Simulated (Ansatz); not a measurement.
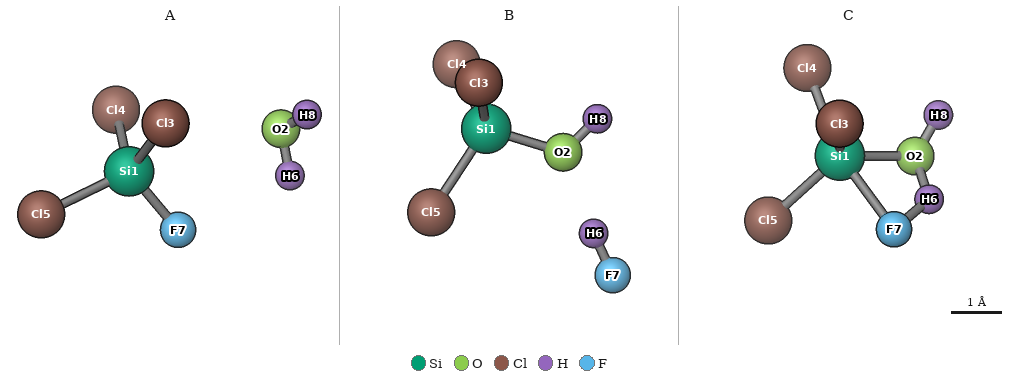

Three geometries of SiH2OCl3F: a saddle point and the two minima that it joins, in shuffled order. Style: ball-and-stick. Shown at a tilt. Sticks join atoms that are closer than about 1.2 times the sum of their covalent radii (a little more with hydrogen).

Stationary points at PBE0-D4/def2-TZVP, single-point energies with CCSD(T)/CBS (def2-TZVPP where no basis is named; Ansatz 0.2.0). The energies are electronic, without zero-point or thermal terms, and both ends are the minima reached downhill from the saddle, with any fragments still in contact. CCSD(T)/CBS stands for a frozen-core estimate: MP2 correlation extrapolated from def2-TZVPP and def2-QZVPP, CCSD(T) minus MP2 from the smaller set.

**Which frame is the transition state, what reaction does it lead through, and what barrier is to be expected?**

Frame C is the saddle point. Counted by bonded pieces, B holds HF + SiHCl₃O and A holds H₂O + SiCl₃F. From B over the saddle to A, bonds form: Si1–F7 (3.94 → 1.92 → 1.58 Å), O2–H6 (1.76 → 1.15 → 0.96 Å). Bonds break: Si1–O2 (1.63 → 1.76 → 3.29 Å), H6–F7 (0.93 → 1.20 → 2.56 Å). The saddle has one imaginary mode, 820i cm⁻¹. With CCSD(T)/CBS the barrier is 27.7 kcal/mol from B and 32.1 kcal/mol from A, and A lies 4.5 kcal/mol below B.
